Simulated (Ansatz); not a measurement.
# A hypothetical structure for Tl2FeO4

This structure for Tl2FeO4 is made up. Its elements were placed in a known structure type with a cell scaled to their sizes. What cell does the guess relax to, and how far off was it?

Method: DFT, PBEsol, plane-wave PAW, files of the set soft_1, scalar-relativistic, ferromagnetic start, cell and ions relaxed at zero pressure; PAW set soft_1, in the first sound run; inputs show where later runs differ, in Ansatz 0.2.0.

## 1. The structure

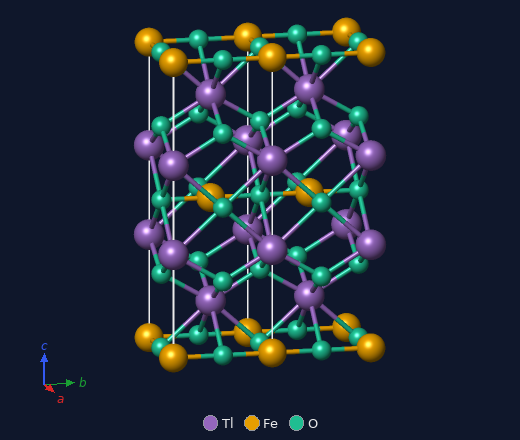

Start, viewed slightly off an axis; thallium purple, iron orange, oxygen teal. 1×2×1 cells are drawn. This picture shows the conventional cell, with its axes. Some periodic images of atoms are drawn too.

## 2. Relaxation of the guess

The guessed cell has no reason to be at equilibrium. It is relaxed with the atoms, within the space group of the guess.

Contents of input.yaml:

```yaml
crystal:
  lattice:
    - [-1.977, 1.977, 5.87]
    - [1.977, -1.977, 5.87]
    - [1.977, 1.977, -5.87]
  atoms:
    - { symbol: Tl, position: [0.349, 0.349, 0.0] }
    - { symbol: Tl, position: [0.651, 0.651, 0.0] }
    - { symbol: Fe, position: [0.0, 0.0, 0.0], spin: 3.0 }
    - { symbol: O, position: [0.0, 0.5, 0.5] }
    - { symbol: O, position: [0.5, 0.0, 0.5] }
    - { symbol: O, position: [0.25, 0.75, 0.5] }
    - { symbol: O, position: [0.75, 0.25, 0.5] }
magnetization:
  spin_polarized: true
kpoints:
  mp_grid: { grid: [9, 9, 9] }
scf:
  occupations: { method: fermi_dirac, width: 0.05 }
hamiltonian:
  xc: pbesol
  pseudopotentials: { kind: paw, azcp: { folder: soft_1 }, xc_functional: pbe }
relax:
  f_tol: 0.015
  max_steps: 70
  cell: {}
output:
  forces: true
  stress: true
```

Command:

```
> ansatz run input.yaml --threads 4 --pin off --max-ram 10240MiB --backend cpu --events-out ev --progress --plain --runs-dir out
```

Numbers of over 12 decimals in the logs are rounded to 6 here.

Log:

```text
basis.fft_grid_basis auto: the FFT boxes are laid along the combinations [[1, 0, 1], [0, 1, 1], [0, 0, 1]] of the cell's own vectors, 3.954, 3.954 and 6.502 Å long. The dense box has 27×27×45 points. Along the cell's own vectors, as sized, it would have 45×45×45, 2.78 times as many. Of the 16 symmetry operations that the crystal satisfies within crystal.symmetry.tolerance (time reversal apart; of a slab, those that k [...]
Engine: ansatz 0.2.0, x86_64-unknown-linux-gnu
Pseudopotentials: kind: paw
Pseudopotential: Tl, paw, valence charge 13, recommended cutoff 420 eV (normal), soft_1/Tl.paw.azcp
Pseudopotential: Fe, paw, valence charge 16, recommended cutoff 420 eV (normal), soft_1/Fe.paw.azcp
Pseudopotential: O, paw, valence charge 6, recommended cutoff 420 eV (normal), soft_1/O.paw.azcp
Functional definition: PBEsol
  exchange = pbesol_x
  correlation = pbesol_c
Crystal: 7 atoms, lattice volume = 91.772 Å³
Basis set: ecut = 420 eV, 1799 PW (Γ), FFT grids on a1+a3, a2+a3, a3, exchange–correlation on 54×54×90 points (8 copies of the dense FFT grid, shifted against one another)
Bands: 42, of which v1, the nominal top of the filled ones, is band 33 counted from 1 (32 counted from 0)
Symmetry: 16 space group operations
Space group: I4/mmm (ITA 139), of the structure as read, at distance tolerance 4.5e-5 Å
Magnetic group: BNS 139.531 (UNI 1191), of the structure as read, at distance tolerance 4.5e-5 Å
k-points: 75 of 729
Non-local potential: Tl, projectors of the file, l = 0: 2, l = 1: 2, l = 2: 2, l = 3: 1
Non-local potential: Fe, projectors of the file, l = 0: 3, l = 1: 2, l = 2: 3, l = 3: 1
Non-local potential: O, projectors of the file, l = 0: 2, l = 1: 2, l = 2: 1
PAW form: soft (Blöchl's): semilocal exchange-correlation on the pseudo side does not see the compensation charge
PAW frozen core: Tl, regenerated for the run's functional, and the local potential with it (the file was generated under x = pbe(κ = 0.804, μ = 0.219515), c = pbe(β = 0.066725))
PAW frozen core: Fe, regenerated for the run's functional, and the local potential with it (the file was generated under x = pbe(κ = 0.804, μ = 0.219515), c = pbe(β = 0.066725))
PAW frozen core: O, regenerated for the run's functional, and the local potential with it (the file was generated under x = pbe(κ = 0.804, μ = 0.219515), c = pbe(β = 0.066725))
PAW one-centre angular grid: Tl, 590 points (default); XC on 64 Gauss nodes
PAW one-centre angular grid: Fe, 590 points (default); XC on 64 Gauss nodes
PAW one-centre angular grid: O, 110 points (default); XC on 64 Gauss nodes
Initial density: superposition of atomic densities (chi_scale 0.1, normalization cell, long waves kept (reshape's long-wave potential 0.02 eV rms))
Starting moments: Σ|m| = 3 μB on 1 of 7 sites
Initial wavefunctions: pseudopotential atomic-orbital guess
Functional: x = pbesol(κ = 0.804, μ = 0.123457), c = pbesol(β = 0.046)
SCF iter   1: F=—  HF=-29281.475948 eV  |F-HF|=—  |Δ(HF+E_count)|=         —  Δρ=5.19e-2 (↑5.19e-2 ↓4.28e-2)  dr2=5.64e0  dr2_m=2.61e-1  M=3.339 μB ∫|m|=3.364 μB  β_m=0.30  ethr=3.10e-3  ⟨swp⟩=5.9  Hψ=23194  notcnv=0
Mixer restart at iter 1: flushing history
preconditioner: auto → Kerker (q_TF=auto, 2.582 Å⁻¹)  [metal: Δε(μ)=0.003 eV  Ē_g=12.361 eV  σ=0.050 eV  W_gap=0.01  n_scr=32 (ndim 8)  ℏωp=29.5 eV  f_vac=0.000  D(μ)=5.82/eV (n_scr^D=62)]
spin=Collinear: Kerker preconditioning applied to the charge; magnetization (m = ρ↑ − ρ↓) channel mixes plain (no charge-response kernel on spin).
SCF iter   2: F=—  HF=-29281.505802 eV  |F-HF|=—  |Δ(HF+E_count)|=   2.99e-2  Δρ=2.66e-2 (↑2.66e-2 ↓2.37e-2)  dr2=1.19e0  dr2_m=1.68e-1  M=3.411 μB ∫|m|=3.436 μB  β_m=0.41  ethr=3.10e-3  ⟨swp⟩=2.4  Hψ=11012  notcnv=0  defer=333
SCF iter   3: F=—  HF=-29281.518960 eV  |F-HF|=—  |Δ(HF+E_count)|=   1.32e-2  Δρ=1.36e-2 (↑1.36e-2 ↓1.17e-2)  dr2=3.09e-1  dr2_m=5.91e-2  M=3.470 μB ∫|m|=3.497 μB  β_m=0.58  ethr=1.81e-3  ⟨swp⟩=2.7  Hψ=10702  notcnv=0  defer=320
SCF iter   4: F=—  HF=-29281.503041 eV  |F-HF|=—  |Δ(HF+E_count)|=   1.59e-2  Δρ=6.97e-3 (↑3.69e-3 ↓6.97e-3)  dr2=4.04e-2  dr2_m=6.50e-3  M=3.524 μB ∫|m|=3.565 μB  β_m=0.61  ethr=4.68e-4  ⟨swp⟩=2.1  Hψ=11607  notcnv=0  defer=318
SCF iter   5: F=—  HF=-29281.518105 eV  |F-HF|=—  |Δ(HF+E_count)|=         —  Δρ=6.84e-3 (↑1.57e-3 ↓6.84e-3)  dr2=2.21e-2  dr2_m=9.08e-3  M=3.545 μB ∫|m|=3.606 μB  β_m=0.61  ethr=6.12e-5  ⟨swp⟩=2.0  Hψ=12995  notcnv=0  defer=310
Mixer restart at iter 5: flushing history
SCF iter   6: F=—  HF=-29281.535986 eV  |F-HF|=—  |Δ(HF+E_count)|=   1.79e-2  Δρ=5.53e-3 (↑1.26e-3 ↓5.53e-3)  dr2=7.65e-3  dr2_m=6.53e-3  M=3.545 μB ∫|m|=3.609 μB  β_m=0.80  ethr=3.34e-5  ⟨swp⟩=2.2  Hψ=11021  notcnv=0  defer=309
SCF iter   7: F=—  HF=-29281.551665 eV  |F-HF|=—  |Δ(HF+E_count)|=   1.57e-2  Δρ=3.05e-3 (↑1.06e-3 ↓3.05e-3)  dr2=7.07e-3  dr2_m=1.45e-3  M=3.555 μB ∫|m|=3.619 μB  β_m=0.90  ethr=1.16e-5  ⟨swp⟩=2.0  Hψ=12625  notcnv=0  defer=306
SCF iter   8: F=—  HF=-29281.553172 eV  |F-HF|=—  |Δ(HF+E_count)|=   1.51e-3  Δρ=2.31e-3 (↑1.29e-3 ↓2.31e-3)  dr2=7.34e-3  dr2_m=4.77e-4  M=3.548 μB ∫|m|=3.608 μB  β_m=0.76  ethr=1.07e-5  ⟨swp⟩=2.0  Hψ=12797  notcnv=0  defer=301
SCF iter   9: F=—  HF=-29281.553470 eV  |F-HF|=—  |Δ(HF+E_count)|=   2.99e-4  Δρ=7.95e-4 (↑3.68e-4 ↓7.95e-4)  dr2=8.57e-4  dr2_m=5.97e-5  M=3.550 μB ∫|m|=3.610 μB  β_m=0.88  ethr=1.07e-5  ⟨swp⟩=2.0  Hψ=9727  notcnv=0  defer=301
SCF iter  10: F=—  HF=-29281.553497 eV  |F-HF|=—  |Δ(HF+E_count)|=   2.69e-5  Δρ=1.52e-4 (↑6.55e-5 ↓1.52e-4)  dr2=2.33e-5  dr2_m=2.86e-6  M=3.551 μB ∫|m|=3.611 μB  β_m=0.94  ethr=1.30e-6  ⟨swp⟩=2.2  Hψ=11245  notcnv=0  defer=301
SCF iter  11: F=—  HF=-29281.553500 eV  |F-HF|=—  |Δ(HF+E_count)|=   2.49e-6  Δρ=6.00e-5 (↑1.32e-5 ↓6.00e-5)  dr2=9.50e-7  dr2_m=7.77e-7  M=3.551 μB ∫|m|=3.611 μB  β_m=0.95  ethr=3.53e-8  ⟨swp⟩=2.0  Hψ=11304  notcnv=0  defer=301
SCF iter  12: F=—  HF=-29281.553500 eV  |F-HF|=—  |Δ(HF+E_count)|=   9.05e-7  Δρ=1.82e-5 (↑6.69e-6 ↓1.82e-5)  dr2=2.01e-7  dr2_m=6.43e-8  M=3.551 μB ∫|m|=3.611 μB  β_m=0.97  ethr=1.44e-9  ⟨swp⟩=2.0  Hψ=11200  notcnv=0  defer=301
SCF iter  13: F=—  HF=-29281.553500 eV  |F-HF|=—  |Δ(HF+E_count)|=   6.28e-8  Δρ=4.51e-6 (↑1.61e-6 ↓4.51e-6)  dr2=1.21e-8  dr2_m=5.38e-9  M=3.551 μB ∫|m|=3.611 μB  β_m=0.99  ethr=3.04e-10  ⟨swp⟩=2.0  Hψ=10901  notcnv=0  defer=301
SCF iter  14: F=-29281.553500 eV  HF=-29281.553501 eV  |F-HF|=1.48e-8  |Δ(HF+E_count)|=   7.64e-9  Δρ=3.54e-6 (↑9.30e-7 ↓3.54e-6)  dr2=1.71e-8  dr2_m=2.04e-9  M=3.551 μB ∫|m|=3.611 μB  ethr=1.83e-11  ⟨swp⟩=1.9  Hψ=17972  notcnv=0
[...]
SCF iter   6: F=—  HF=-29281.672823 eV  |F-HF|=—  |Δ(HF+E_count)|=   5.63e-5  Δρ=1.76e-4 (↑1.19e-4 ↓1.76e-4)  dr2=2.56e-5  dr2_m=1.07e-5  M=3.526 μB ∫|m|=3.587 μB  β_m=0.91  ethr=1.65e-7  ⟨swp⟩=2.0  Hψ=11203  notcnv=0
SCF iter   7: F=—  HF=-29281.672826 eV  |F-HF|=—  |Δ(HF+E_count)|=   2.79e-6  Δρ=7.22e-5 (↑5.73e-5 ↓7.22e-5)  dr2=1.74e-5  dr2_m=2.29e-7  M=3.527 μB ∫|m|=3.588 μB  β_m=0.82  ethr=3.88e-8  ⟨swp⟩=2.0  Hψ=10605  notcnv=0
SCF iter   8: F=—  HF=-29281.672825 eV  |F-HF|=—  |Δ(HF+E_count)|=   1.01e-6  Δρ=5.58e-5 (↑2.35e-5 ↓5.58e-5)  dr2=6.99e-6  dr2_m=2.90e-7  M=3.527 μB ∫|m|=3.588 μB  β_m=0.91  ethr=2.63e-8  ⟨swp⟩=1.1  Hψ=6334  notcnv=0
SCF iter   9: F=—  HF=-29281.672825 eV  |F-HF|=—  |Δ(HF+E_count)|=   6.89e-8  Δρ=1.28e-5 (↑4.71e-6 ↓1.28e-5)  dr2=3.61e-7  dr2_m=2.27e-8  M=3.527 μB ∫|m|=3.588 μB  β_m=0.96  ethr=1.06e-8  ⟨swp⟩=2.0  Hψ=6985  notcnv=0
SCF iter  10: F=-29281.672824 eV  HF=-29281.672825 eV  |F-HF|=3.31e-7  |Δ(HF+E_count)|=   3.13e-8  Δρ=1.58e-5 (↑4.43e-6 ↓1.58e-5)  dr2=3.78e-7  dr2_m=3.55e-8  M=3.527 μB ∫|m|=3.588 μB  ethr=5.46e-10  ⟨swp⟩=2.9  Hψ=21786  notcnv=0
SCF 3 converged in 10 iterations: F = -29281.672824 eV  dr2 = 3.78e-7
relax step   3: F+E_penalty+E_count = -29281.67282436 eV  Δ(F+E_penalty+E_count) = -2.812e-2 eV  max|allowed force component| = 7.003e-2 eV/Å  Δτ_max = 0.0402 Å  P = +0.622 GPa  Ω = 90.076 Å³  energy of the carried Pulay correction = +3.885e-3 eV  (10 SCF iters, dr2 threshold 7.00e-7 eV, accepted)
[...]
relax step   4: F+E_penalty+E_count = -29281.67342235 eV  Δ(F+E_penalty+E_count) = -5.980e-4 eV  max|allowed force component| = 3.436e-3 eV/Å  Δτ_max = 0.0065 Å  P = -0.028 GPa  Ω = 90.552 Å³  energy of the carried Pulay correction = +2.787e-3 eV  (9 SCF iters, dr2 threshold 7.00e-7 eV, accepted)
[...]
relax step   5: F+E_penalty+E_count = -29281.67270685 eV  Δ(F+E_penalty+E_count) = +7.155e-4 eV  max|allowed force component| = 3.423e-3 eV/Å  Δτ_max = 0.0000 Å  P = -0.030 GPa  Ω = 90.552 Å³  stress off target by 1.06e-1 GPa  SCF on the basis re-selected at this cell (its energy is not comparable with the rows above)  (11 SCF iters)
[...]
relax step   6: F+E_penalty+E_count = -29281.67275743 eV  Δ(F+E_penalty+E_count) = -5.058e-5 eV  max|allowed force component| = 6.382e-5 eV/Å  Δτ_max = 0.0001 Å  P = +0.008 GPa  Ω = 90.559 Å³  energy of the carried Pulay correction = -9.228e-6 eV  (8 SCF iters, dr2 threshold 2.81e-8 eV, accepted)
iter 1 solved again at ethr=2.62e-8 eV; its pass at ethr=3.10e-3 eV (dr2=1.73e-5 eV) is discarded
SCF iter   1: F=—  HF=-29281.672736 eV  |F-HF|=—  |Δ(HF+E_count)|=         —  Δρ=2.44e-5 (↑2.12e-5 ↓2.44e-5)  dr2=3.98e-8  dr2_m=3.77e-8  M=3.547 μB ∫|m|=3.607 μB  β_m=0.65  ethr=2.62e-8  ⟨swp⟩=3.2  Hψ=41741  notcnv=0
preconditioner: auto → Kerker (q_TF=auto, 2.420 Å⁻¹)  [metal: Δε(μ)=0.017 eV  Ē_g=12.371 eV  σ=0.050 eV  W_gap=0.08  n_scr=24 (ndim 8)  ℏωp=29.7 eV  f_vac=0.009  D(μ)=2.41/eV (n_scr^D=12)]
spin=Collinear: Kerker preconditioning applied to the charge; magnetization (m = ρ↑ − ρ↓) channel mixes plain (no charge-response kernel on spin).
SCF iter   2: F=—  HF=-29281.672743 eV  |F-HF|=—  |Δ(HF+E_count)|=   6.99e-6  Δρ=8.72e-6 (↑7.61e-6 ↓8.72e-6)  dr2=5.48e-9  dr2_m=4.65e-9  M=3.547 μB ∫|m|=3.607 μB  β_m=0.65  ethr=6.04e-11  ⟨swp⟩=2.0  Hψ=10604  notcnv=0
SCF iter   3: F=—  HF=-29281.672743 eV  |F-HF|=—  |Δ(HF+E_count)|=   7.07e-7  Δρ=2.87e-7 (↑2.87e-7 ↓2.75e-7)  dr2=3.29e-10  dr2_m=1.20e-11  M=3.547 μB ∫|m|=3.607 μB  β_m=0.65  ethr=8.31e-12  ⟨swp⟩=2.0  Hψ=8460  notcnv=0
SCF iter   4: F=—  HF=-29281.672743 eV  |F-HF|=—  |Δ(HF+E_count)|=  6.91e-11  Δρ=2.38e-7 (↑1.10e-7 ↓2.38e-7)  dr2=1.98e-10  dr2_m=8.13e-12  M=3.547 μB ∫|m|=3.607 μB  β_m=0.82  ethr=1.00e-12  ⟨swp⟩=1.0  Hψ=6300  notcnv=0
SCF iter   5: F=—  HF=-29281.672743 eV  |F-HF|=—  |Δ(HF+E_count)|=  3.27e-11  Δρ=1.34e-7 (↑1.34e-7 ↓1.25e-7)  dr2=5.43e-11  dr2_m=7.59e-12  M=3.547 μB ∫|m|=3.607 μB  β_m=0.91  ethr=1.00e-12  ⟨swp⟩=1.9  Hψ=7360  notcnv=0
SCF iter   6: F=-29281.672743 eV  HF=-29281.672743 eV  |F-HF|=3.64e-11  |Δ(HF+E_count)|=  3.64e-12  Δρ=2.13e-7 (↑7.28e-8 ↓2.13e-7)  dr2=3.98e-11  dr2_m=1.25e-11  M=3.547 μB ∫|m|=3.607 μB  ethr=1.00e-12  ⟨swp⟩=3.0  Hψ=19635  notcnv=0
SCF 7 converged in 6 iterations: F = -29281.672743 eV  dr2 = 3.98e-11
relax step   7: F+E_penalty+E_count = -29281.67274323 eV  Δ(F+E_penalty+E_count) = +1.420e-5 eV  max|allowed force component| = 4.511e-5 eV/Å  Δτ_max = 0.0000 Å  P = +0.008 GPa  Ω = 90.559 Å³  stress off target by 2.16e-2 GPa  SCF on the basis re-selected at this cell (its energy is not comparable with the rows above)  (6 SCF iters)
basis re-selected at this cell: Δ(F+E_penalty+E_count) = +1.420e-5 eV, ΔP = +0.001 GPa vs the last step (what re-selecting the basis moved, of the pressure what is left beyond the Pulay correction that the steps carried, after the strain that the cell walked since its last selection, with what the two solves' SCF thresholds leave and, on support functions, any second-order correction that the steps lacked; it is no m [...]
SCF converged after 6 iterations
Magnetization: 3.5468 μB (34.7734 up, 31.2266 down)
Absolute magnetization: 3.6056 μB (∫|ρ↑−ρ↓|, with the PAW one-centre terms)
Spin contamination: 0.0677 ħ² per cell (⟨S²⟩ above its minimum at these occupations)
Per-site moments (μB) at R_I (Å): [(0.00782663, 0.929606), (0.00782663, 0.929606), (2.868409, 0.798786), (0.135473, 0.798786), (0.135473, 0.798786), (-0.00141293, 0.929606), (-0.00141293, 0.929606)]
Free energy (F): -29281.672743 eV
Harris-Foulkes:  -29281.672743 eV  (|F-HF|=3.64e-11)
Internal energy: -29281.652413 eV  (E = F + TS)
E sigma→0 (E₀):  -29281.662578 eV
Entropy (-TS):   -0.020330 eV (-2.904 meV/atom)
Fermi energy:    11.207717 eV
--- Per-component energies (eV) ---
  E_band       = -237.510003
  E_kinetic    = 1530.779753
  E_local      = -5498.999378  (includes V_loc(G=0)·N_el)
  E_nonlocal   = 1144.867344
  E_hartree    = 2159.322557
  E_xc         = -747.575195
  E_vxc        = -735.181911  (∫ρ·V_xc dr)
  E_paw        = -22069.551200  (= ΣΔE_a)
  E_vpaw       = -997.623279  (= ΣTr[D̂ρ^β])
  E_aug_tail   = 0.001986  (compensation charges beyond the density's cutoff)
  E_ewald      = -5800.895299
  E_core_change = 0.397019  (= ΣΔE_core)
  E_smearing   = -0.020330  (= −TS)
  E_closure    = -0.000000  (closes the sum)
  Σ components = -29281.672743   (vs F -29281.672743, Δ=0.00e0)
--- Forces (eV/Å), atoms counted from 1 ---
  atom   1  Tl     0.00000000    -0.00000000     0.00004511
  atom   2  Tl    -0.00000000     0.00000000    -0.00004511
  atom   3  Fe     0.00000000     0.00000000    -0.00000000
  atom   4  O      0.00000000     0.00000000     0.00000000
  atom   5  O      0.00000000     0.00000000     0.00000000
  atom   6  O     -0.00000000    -0.00000000     0.00000000
  atom   7  O      0.00000000    -0.00000000     0.00000000
  max |Σ_I F_I| component: 6.51e-19 eV/Å
--- Stress (GPa, compression-positive) ---
        0.001789      -0.000000       0.000000
       -0.000000       0.001789       0.000000
        0.000000       0.000000       0.021623
  P = ⅓ Tr σ = 0.0084 GPa (0.084 kbar)
--- Relaxed structure (5 steps of the walk, 5 accepted, 2 SCFs on fresh bases) ---
  F+E_penalty+E_count = -29281.67274323 eV   max|allowed force component| = 4.511e-5 eV/Å   (the final SCF, on the basis selected at the relaxed cell)
  cell:  # Å, volume = 90.5594 Å³
    - [-1.936452, 1.936452, 6.037543]
    - [1.936452, -1.936452, 6.037543]
    - [1.936452, 1.936452, -6.037543]
  atoms:
    - { symbol: Tl, position: [0.345465, 0.345465, 0] }
    - { symbol: Tl, position: [0.654535, 0.654535, 0] }
    - { symbol: Fe, position: [0, 0, 0] }
    - { symbol: O, position: [0, 0.5, 0.5] }
    - { symbol: O, position: [0.5, 0, 0.5] }
    - { symbol: O, position: [0.250000, 0.75, 0.5] }
    - { symbol: O, position: [0.75, 0.250000, 0.5] }
```

Elapsed: 53 s, on 4 threads of AMD EPYC 7B13 (Zen 3), shared host; peak memory 0.79 GiB; 3.4 min of CPU time.

Relaxation path:

```csv
step,energy less that of the first step (eV),largest force component (eV/Å),pressure (GPa),volume (Å³)
1,0.0000,0.7428,-4.40,91.77
2,-0.0912,0.4006,-1.75,92.35
3,-0.1193,0.0700,0.62,90.08
4,-0.1199,0.0034,-0.03,90.55
5*,-0.1192,0.0034,-0.03,90.55
6,-0.1193,0.0001,0.01,90.56
7*,-0.1192,0.0000,0.01,90.56
```

Relaxation steps marked * repeat the geometry before them on a plane-wave basis chosen anew for their cell, so energy and pressure can jump there.

Forces are held to the 16 operations that the run works with; a distortion that breaks them can't arise in this run.

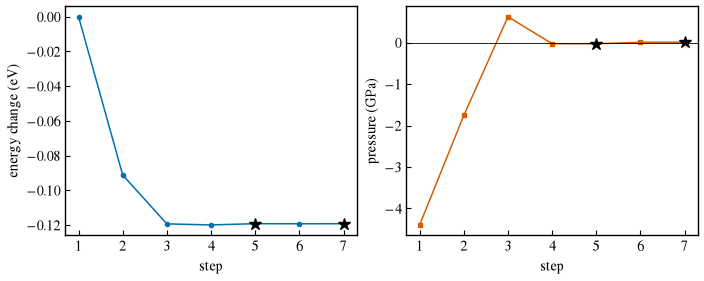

Energy and pressure along the relaxation. Stars mark steps on a basis chosen anew.

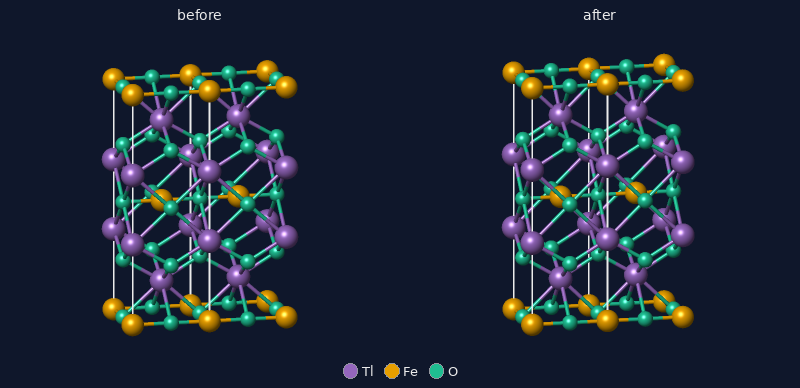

The structure before and after the relaxation, drawn at the same scale.

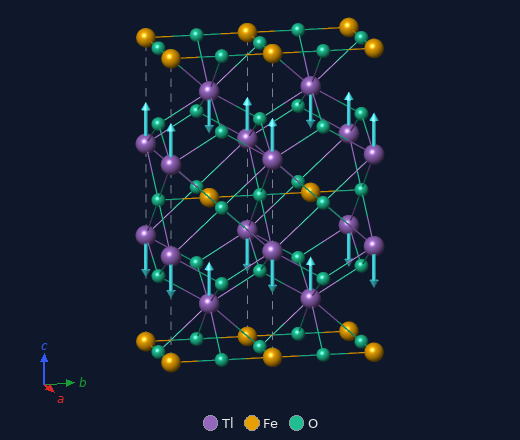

Displacements in the relaxation, exaggerated, measured against the changing cell; the longest in the cell stands for 0.04 Å. 1×2×1 conventional cells are drawn. Some periodic images of atoms are drawn too.

```csv
"conventional cell, symmetrised",before,after,change
a (Å),3.954,3.873,-2.1 %
b (Å),3.954,3.873,-2.1 %
c (Å),11.740,12.075,+2.9 %
volume (Å³/atom),13.11,12.94,-1.3 %
```

The atoms that moved most (Å, as changes of fractional coordinates times the final cell):

```csv
atom,dx,dy,dz,length
Tl1,0.000,0.000,-0.043,0.043
Tl2,0.000,0.000,0.043,0.043
```

This step gave:

```yaml
free_energy: -29281.6727 eV
energy_at_zero_smearing: -29281.6626 eV
smearing_term_ts: 0.02033 eV
fermi_energy: 11.21 eV
magnetization: 3.547 μB
absolute_magnetization: 3.606 μB
site_moments: 0.007827, 0.007827, 2.868, 0.1355, 0.1355, -0.001413, -0.001413 μB
electrons: 66
symmetry_operations: 16
pressure: 0.008400 GPa
```

Site moment by atom:

```csv
atom,site moment (μB)
Tl1,0.01
Tl2,0.01
Fe3,2.87
O4,0.14
O5,0.14
O6,0.00
O7,0.00
```

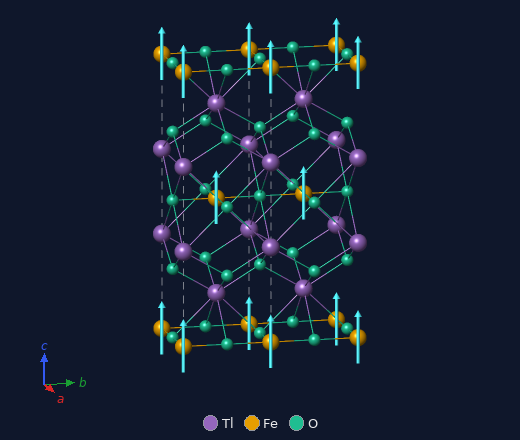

Site moment as arrows, the longest 2.87 μB. Up and down stand for the sign. Arrows give size and sign along the axis of quantisation, drawn up and down the page. 1×2×1 conventional cells are drawn. Some periodic images of atoms are drawn too.

Shortest distances by pair of elements, guess and relaxed (not always the same contact):

```csv
pair,guess (Å),relaxed (Å)
Fe–O,1.977,1.936
O–Tl,2.293,2.254
O–O,2.796,2.739
Fe–Tl,3.311,3.314
Tl–Tl,3.545,3.580
```

The relaxation ends with a largest force component of 4.5e-5 eV/Å and a pressure of 0.01 GPa.

[end of part 1 of 2]

[Logs are printed without paths, hosts, clocks, repeated set-up lines and the standing remarks that a program may print on its own settings, such as how far it seeks lower states.]

[Hosts, paths, dates, database ids (printed as entryN), source tags and the programs' standing remarks are cut or masked in the printed files.]
